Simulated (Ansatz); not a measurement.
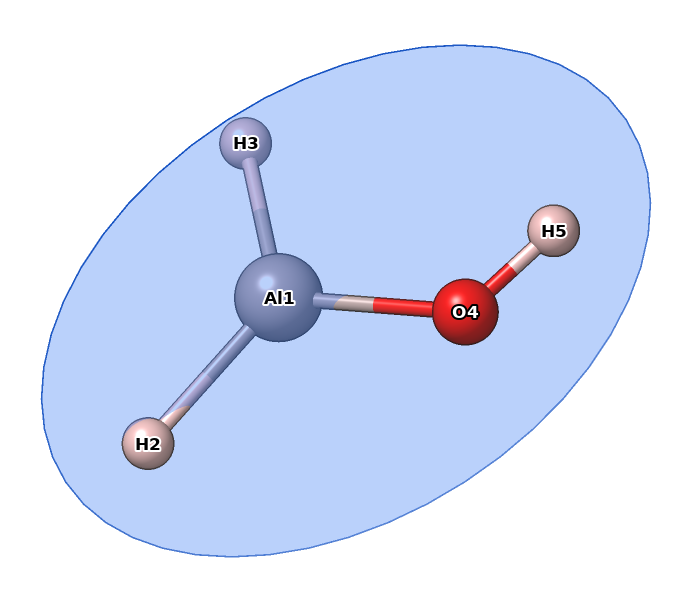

A disc through the centre of mass is drawn in. Depth is shown by fading: the farther an atom, the more it takes the colour of the background. Computed geometry: PBE0-D4/def2-TZVP optimisation.

Q: Is the plane of the disc a mirror plane of the structure?

A: No. The point group is Cs, with 1 mirror plane, and this plane isn't one of its mirror planes.
